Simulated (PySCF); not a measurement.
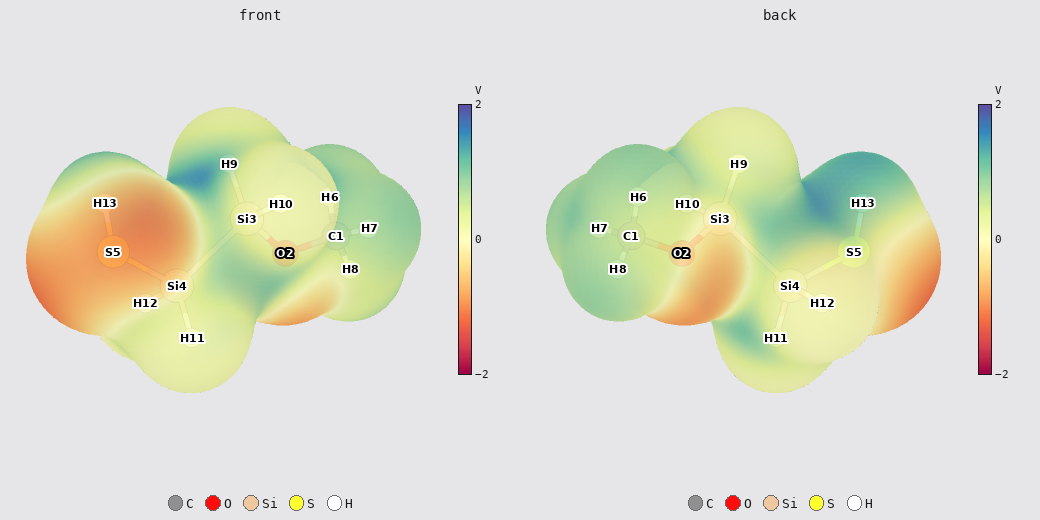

The picture shows: CH₈OSSi₂ (SMILES CO[SiH2][SiH2]S). The electrostatic potential painted on the density surface at 0.002 e/bohr³, seen from the front and from behind; red is negative and blue positive.

Geometry: GFN2-xTB.

Theory: PySCF, PBE0/pcSseg-1, SCF density, gas phase, non-relativistic.

```xyz
13

C    -2.4813   -0.2008   -0.6453
O    -1.1731    0.2349   -0.4452
Si    0.0283   -0.5494    0.3093
Si    1.6499    1.0481    0.0412
S     3.4979    0.2895    0.8637
H    -2.4945   -1.1309   -1.2174
H    -2.9812   -0.3735    0.3100
H    -3.0177    0.5705   -1.1983
H     0.2882   -1.8531   -0.3320
H    -0.3514   -0.8994    1.6877
H     1.5219    2.2804    0.8163
H     1.9872    1.4486   -1.3302
H     3.5215   -0.8643    0.2147
```

Which sites attract a positive test charge, and which a negative one?

Answer. A positive charge is drawn to the negative regions and a negative charge to the positive ones. The most negative region (about −1.1 V) lies over S5, the most positive (about +1.5 V) over Si3 and Si4.
